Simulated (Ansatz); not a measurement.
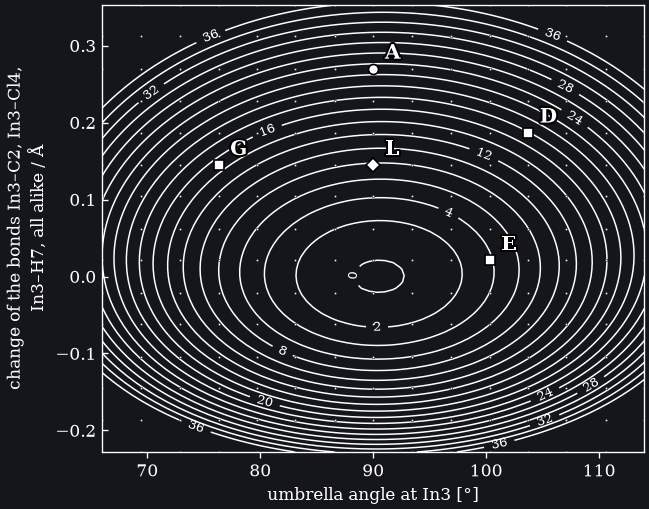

CH₃Cl₂In, SMILES Cl[CH2][InH][Cl]. The first coordinate is: umbrella angle at In3 (between each of its bonds and their common axis; 90 is planar); the second: change of the bonds In3–C2, In3–Cl4, In3–H7, all alike. Nothing is relaxed (all other coordinates rigid). The scan uses a 15 × 15 grid. Points are written as (first, second). Energies: kcal/mol, counted from the lowest grid point. Computed with RKS CAM-B3LYP-D4/def2-SVP in Ansatz.

Drawn: contour lines labelled in kcal/mol (none above 36), dots at the grid points, lettered points. Between grid points the surface is interpolated.

Is E the lowest point of the computed grid?

No. E lies 3.8 kcal/mol above the lowest grid point, which is at (90.0°, 0.021 Å).

What kind of point is each of A, D, E, G, L: minimum, saddle, maximum or slope?

A: on a slope; D: on a slope; E: on a slope; G: on a slope; L: on a slope. (In these two coordinates alone; a stationary point may lie a little off the grid point.)

Rank the lettered points by energy, lowest first.

E (3.8 kcal/mol), L (7.8 kcal/mol), G (15.0 kcal/mol), D (17.9 kcal/mol), A (23.1 kcal/mol).
